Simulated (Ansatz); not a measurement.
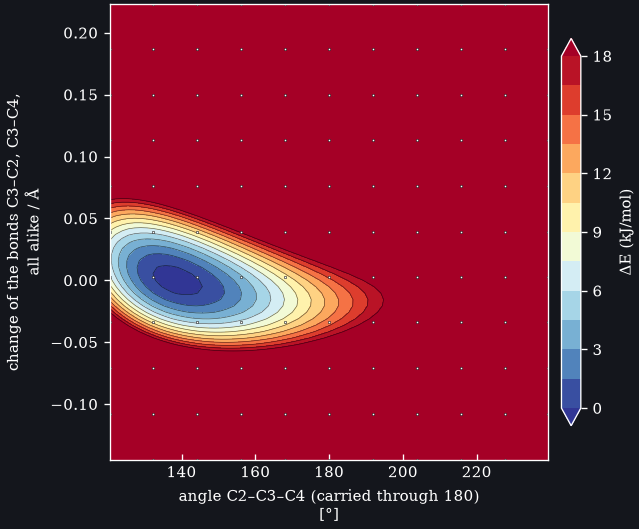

C₃H₃NO, SMILES NC=C=C=O. Coordinates scanned: (1) angle C2–C3–C4 (carried through 180); (2) change of the bonds C3–C2, C3–C4, all alike. Nothing is relaxed (all other coordinates rigid). The grid has 11 × 11 points. Points are written as (first, second). Energies are in kJ/mol, from the lowest grid point. Level of theory: RKS PBE0-D4/def2-TZVP (Ansatz 0.2.0).

Drawn: filled contours, dots at the grid points, one colour for all values above the top of the scale. Between grid points the surface is interpolated.

Estimate the position of the minimum and the force constants in these coordinates.

The interpolated minimum is at the first coordinate ≈ 138.5°, the second coordinate ≈ 0.000 Å. The curvatures there are about 1.4 eV/rad² and 129 eV/Å², with a cross term of about 6 eV/(rad·Å). Round the minimum the valley is somewhat tilted: raising the first coordinate shifts the best value of the second coordinate downwards (coupling k₁₂/√(k₁₁k₂₂) about 0.4). (1 eV is 96.5 kJ/mol.)
